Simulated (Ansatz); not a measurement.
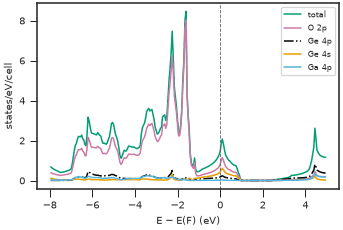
Figure. Total and projected density of states of GaGeO3 in space group P4mm (No. 99; Ga on 1b, Ge on 1a, O on 2c, O on 1b), the program Ansatz at the LDA level (PAW)

Q: Which orbitals carry the states next to the Fermi level?

A: Within 0.5 eV of the Fermi level: O 2p 54 %, Ge 4s 30 %, Ge 4p 12 %. Projections are on Löwdin-orthogonalised atomic valence shells; empty p or d shells of many metals are not among them.

Q: Where is the tallest occupied peak in this window, and what makes it?

A: Near -1.6 eV, about 8.5 states/eV per cell; the largest projected share is O 2p.

The start of the workflow was typed in or built on a structure type; neither database checked (COD, Materials Project) lists it. Its standing as an ambient phase is unchecked. Symmetry was held in the LDA relaxation. At this level the phase is dynamically unstable (imaginary phonons). A crystal of weakly bound units computed without a dispersion correction: the cell and the soft elastic constants depend strongly on that. With an odd number of electrons in the cell and no spin polarisation, the count alone makes it a metal. Spin–orbit coupling is left out wherever it is not named.

Potentials: the later of the program's two PAW sets.
